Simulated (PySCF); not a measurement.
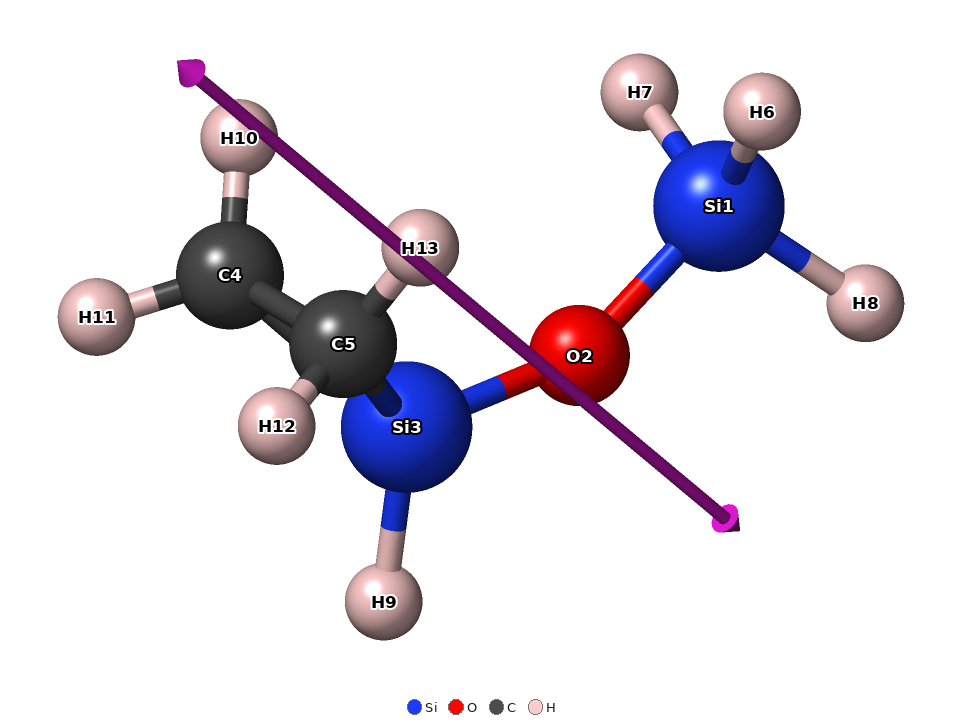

The double arrow shows the direction of the transition dipole to excited singlet state 3 (its length means nothing). Computed geometry: GFN2-xTB optimisation. No frequency run is at hand to confirm it as a minimum. Level of theory: TDDFT PBE0/def2-SVPD, vertical, gas phase, core orbitals frozen in the response (PySCF 2.14.0).

### Where does the transition lie, and how strong is it?

6.50 eV (191 nm), oscillator strength 0.15, mainly HOMO → LUMO+2 (weight 0.94); transition dipole 2.47 D.

The geometry is semi-empirical. Around Si such bond lengths and angles can be off by a tenth of an ångström or more and by several degrees, and values that hang on the shape move with them.
